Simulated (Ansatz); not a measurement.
**Ir (hcp type): how the settings move a single-point run**

Question: which choices in the input matter for Ir (hcp type)?

Computed with Ansatz 0.2.0 (reference: DFT, PBEsol, PAW with Ansatz's default frozen-core files, scalar-relativistic, unless a step's input says otherwise).

2 further runs of the same task are left out: 2 that didn't finish. Runs told in other sessions of the task aren't counted.

## 1. The structure to begin with

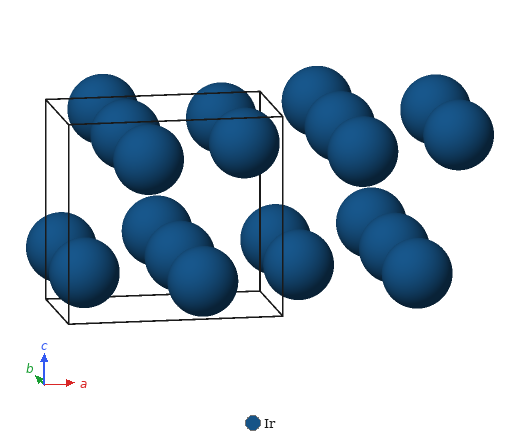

The starting structure, seen slightly off an axis (iridium blue). 2×2×1 cells are drawn. The cell drawn here is the conventional one.

Coordinates:

```
CELL_PARAMETERS angstrom
2.74486 0.00000 0.00000
-1.37243 2.37712 0.00000
0.00000 0.00000 4.44668
ATOMIC_POSITIONS crystal
Ir 0.25333 0.62667 0.19000
Ir 0.74667 0.37333 0.81000
```

## 2. Baseline

input.yaml

```yaml
crystal:
  lattice:
    - [2.7448628762, 0.0, 0.0]
    - [-1.3724314381, 2.3771209807, 0.0]
    - [0.0, 0.0, 4.4466778595]
  atoms:
    - { symbol: Ir, position: [0.2533333333, 0.6266666667, 0.19] }
    - { symbol: Ir, position: [0.7466666667, 0.3733333333, 0.81] }
kpoints:
  mp_grid: { grid: [13, 13, 7] }
scf:
  occupations: { method: fermi_dirac, width: 0.05 }
hamiltonian:
  xc: pbesol
  pseudopotentials: { kind: paw }
output:
  forces: true
  stress: true
  eigenvalues: true
  populations: true
```

Started as:

```console
$ ansatz run input.yaml --threads 1 --pin off --max-ram 2048MiB --backend cpu --events-out ev --progress --plain --runs-dir out
```

From the output:

```text
[...]
Basis set: ecut = 420 eV, 573 PW (Γ), exchange–correlation on 40×40×60 points (8 copies of the dense FFT grid, shifted against one another)
[...]
k-points: 322 of 1183
[...]
SCF iter   1: F=—  HF=-23594.490424 eV  |F-HF|=—  |Δ(HF+E_count)|=         —  Δρ=1.32e-2  dr2=1.72e-2  ethr=1.77e-3  ⟨swp⟩=6.1  Hψ=29440  notcnv=0
preconditioner: auto → none  [metal: Δε(μ)=0.001 eV  Ē_g=8.437 eV  σ=0.050 eV  W_gap=0.01  n_scr=8 (ndim 8)  ℏωp=29.2 eV  f_vac=0.000  D(μ)=1.70/eV (n_scr^D=22)  sad-step TF]
SCF iter   2: F=—  HF=-23594.488262 eV  |F-HF|=—  |Δ(HF+E_count)|=   2.16e-3  Δρ=7.32e-3  dr2=5.97e-3  ethr=5.05e-5  ⟨swp⟩=1.4  Hψ=9604  notcnv=0
[...]
SCF iter   5: F=—  HF=-23594.487256 eV  |F-HF|=—  |Δ(HF+E_count)|=   1.33e-5  Δρ=8.26e-5  dr2=1.73e-6  ethr=2.07e-7  ⟨swp⟩=2.0  Hψ=9571  notcnv=0
SCF iter   6: F=-23594.487256 eV  HF=-23594.487256 eV  |F-HF|=2.61e-8  |Δ(HF+E_count)|=   4.18e-7  Δρ=2.24e-5  dr2=7.96e-8  ethr=2.94e-10  ⟨swp⟩=4.1  Hψ=31269  notcnv=0
[...]
SCF converged after 6 iterations
Free energy (F): -23594.487256 eV
[...]
E sigma→0 (E₀):  -23594.480115 eV
[...]
Fermi energy:    25.099593 eV
[...]
  P = ⅓ Tr σ = 65.5880 GPa (655.880 kbar)
[...]
```

Wall time 3.7 s (1 thread of AMD EPYC 9R45 (Zen 5), shared host); peak memory 0.44 GiB.

## 3. Changing settings: mp_grid.shift [0.5, 0.5, 0.5]

Changes to input.yaml since step 2:

```diff
@@ -9,3 +9,3 @@
 kpoints:
-  mp_grid: { grid: [13, 13, 7] }
+  mp_grid: { grid: [13, 13, 7], shift: [0.5, 0.5, 0.5] }
 scf:
@@ -20 +20,5 @@
   populations: true
+  write_density: true
+  write_potential: true
+  elf: true
+  volumetric_format: npy
```

Started as:

```console
$ ansatz run input.yaml --threads 1 --pin off --max-ram 2048MiB --backend cpu --events-out ev --progress --plain --runs-dir out
```

The log of the run (excerpt; [...] marks lines left out):

```text
Warning: crystal.symmetry: narrowed to the stabiliser of the k-point mesh — unitary ops 4 → 2; excluded 2 operations that carry a point of the 13×13×7 mesh (shift [0.5, 0.5, 0.5]) off the mesh (the run samples exactly the mesh kpoints.mp_grid names, as under crystal.symmetry.detect: [...]
Pseudopotentials: kind: paw
Pseudopotential: Ir, paw, valence charge 17, recommended cutoff 420 eV (normal)
Functional definition: PBEsol
[...]
Crystal: 2 atoms, lattice volume = 29.014 Å³
Basis set: ecut = 420 eV, 573 PW (Γ), exchange–correlation on 40×40×60 points (8 copies of the dense FFT grid, shifted against one another)
Bands: 21, of which v1, the nominal top of the filled ones, is band 17 counted from 1 (16 counted from 0)
Symmetry: 2 space group operations
k-points: 592 of 1183
[...]
SCF iter   1: F=—  HF=-23594.482413 eV  |F-HF|=—  |Δ(HF+E_count)|=         —  Δρ=1.27e-2  dr2=1.52e-2  ethr=1.77e-3  ⟨swp⟩=6.2  Hψ=54339  notcnv=0
[...]
SCF iter   7: F=-23594.479929 eV  HF=-23594.479929 eV  |F-HF|=1.31e-10  |Δ(HF+E_count)|=   1.47e-8  Δρ=3.09e-6  dr2=1.33e-9  ethr=2.94e-10  ⟨swp⟩=8.7  Hψ=79796  notcnv=0
[...]
SCF converged after 7 iterations
Free energy (F): -23594.479929 eV
[...]
E sigma→0 (E₀):  -23594.472095 eV
Entropy (-TS):   -0.015669 eV (-7.834 meV/atom)
Fermi energy:    25.094578 eV
[...]
--- Forces (eV/Å), atoms counted from 1 ---
  atom   1  Ir     5.38915239     3.12292279    14.28012493
  atom   2  Ir    -5.38915239    -3.12292279   -14.28012493
[...]
--- Stress (GPa, compression-positive) ---
       62.715824      28.980797      51.625126
       28.980797      29.393864      30.014014
       51.625128      30.014015     105.016111
  P = ⅓ Tr σ = 65.7086 GPa (657.086 kbar)
--- Band table (eV; the first three rows and the last of 592) ---
  k-point 0: bands = ["-68.2156", "-67.8373", "-26.4866", "-24.8212", "-24.6089", "-24.5144", "-24.4587", "-24.0448", "14.0942", "16.1307", "18.8173", "19.7389", "20.0969", "20.3026", "21.9771", "22.8325", "24.2462", "24.9965", "25.5641", "27.1083", "30.7775"]
[...]
--- Löwdin populations: 2 sites ---
  site symbol       q [e]
     0     Ir     16.7990
     1     Ir     16.7990
  spilling = 0.011824 (of n_electrons = 34.000000)
```

Run time: 7.5 s. Hardware: 1 thread of AMD EPYC 9R45 (Zen 5), shared host; peak memory 0.58 GiB.

Changing the k-point mesh moves the energy by +3.7 meV/atom, and the largest force goes from 15.66 to 15.58 eV/Å. Sampling errors of the energy have no fixed sign.

## 4. Changed: chi_scale 0.1

Changes to input.yaml since step 2:

```diff
@@ -12,2 +12,3 @@
   occupations: { method: fermi_dirac, width: 0.05 }
+  initial_density: { chi_scale: 0.1 }
 hamiltonian:
```

Started as:

```console
$ ansatz run input.yaml --threads 1 --pin off --max-ram 2048MiB --backend cpu --events-out ev --progress --plain --runs-dir out
```

The log of the run (excerpt; [...] marks lines left out):

```text
[...]
[... 3 set-up lines as earlier in the session ...]
[...]
Crystal: 2 atoms, lattice volume = 29.014 Å³
Basis set: ecut = 420 eV, 573 PW (Γ), exchange–correlation on 40×40×60 points (8 copies of the dense FFT grid, shifted against one another)
Bands: 21, of which v1, the nominal top of the filled ones, is band 17 counted from 1 (16 counted from 0)
Symmetry: 4 space group operations
Space group: C2/m (ITA 12), of the structure as read, at distance tolerance 3.1e-5 Å
k-points: 322 of 1183
[...]
SCF iter   1: F=—  HF=-23594.844747 eV  |F-HF|=—  |Δ(HF+E_count)|=         —  Δρ=5.33e-2  dr2=1.16e0  ethr=3.10e-3  ⟨swp⟩=6.0  Hψ=29048  notcnv=0
[...]
SCF iter   7: F=-23594.487256 eV  HF=-23594.487256 eV  |F-HF|=3.00e-9  |Δ(HF+E_count)|=   1.59e-7  Δρ=1.15e-5  dr2=1.24e-8  ethr=2.94e-10  ⟨swp⟩=6.2  Hψ=31421  notcnv=0
[...]
SCF converged after 7 iterations
Free energy (F): -23594.487256 eV
[...]
E sigma→0 (E₀):  -23594.480115 eV
Entropy (-TS):   -0.014281 eV (-7.141 meV/atom)
Fermi energy:    25.099512 eV
[...]
--- Forces (eV/Å), atoms counted from 1 ---
  atom   1  Ir     5.41575198     3.12678586    14.35747044
  atom   2  Ir    -5.41575198    -3.12678586   -14.35747044
[...]
--- Stress (GPa, compression-positive) ---
       62.473998      29.495769      51.855424
       29.495769      28.415218      29.938743
       51.855430      29.938746     105.873457
  P = ⅓ Tr σ = 65.5876 GPa (655.876 kbar)
--- Band table (eV; the first three rows and the last of 322) ---
  k-point 0: bands = ["-68.2224", "-67.8393", "-26.4828", "-24.7784", "-24.5788", "-24.5373", "-24.4865", "-24.0294", "13.8732", "15.9758", "18.7794", "19.7480", "20.0498", "20.4148", "22.0077", "22.8821", "24.8324", "24.8353", "25.9794", "26.5339", "30.0361"]
[...]
--- Löwdin populations: 2 sites ---
  site symbol       q [e]
     0     Ir     16.7994
     1     Ir     16.7994
  spilling = 0.011798 (of n_electrons = 34.000000)
```

Wall time 4.1 s (1 thread of AMD EPYC 9R45 (Zen 5), shared host); peak memory 0.45 GiB.

The changed start doesn't alter the result here (within 0.5 meV/atom). Cost: 7 SCF cycles against 6.

## 5. Side by side

```
                             run     ending  energy change  pressure (GPa)  gap (eV)  force (eV/Å)  cycles   time
                       reference  converged              0            65.6      0.00         15.66       6  3.7 s
1: mp_grid.shift [0.5, 0.5, 0.5]  converged  +3.7 meV/atom            65.7      0.00         15.58       7  7.5 s
                2: chi_scale 0.1  converged   0.0 meV/atom            65.6      0.00         15.66       7  4.1 s
```

Times don't compare one to one where runs were asked for different outputs or read a saved state (see the inputs); cycles may leave out searches for a lower state.

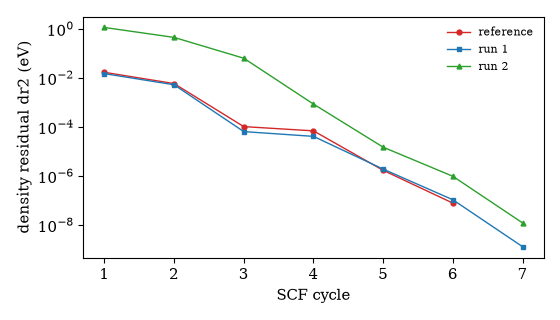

Residual by cycle in the longest SCF loop of each run; runs are numbered as in the table.

Of the converged runs whose energies compare with the reference's, «mp_grid.shift [0.5, 0.5, 0.5]» moves the energy most (+3.7 meV/atom) and «chi_scale 0.1» least (0.0 meV/atom). The pressure spans 65.6 to 65.7 GPa over the reference and the converged variants. The structure is not at rest: the sound run finds 66 GPa, so these are no properties of the relaxed crystal. 
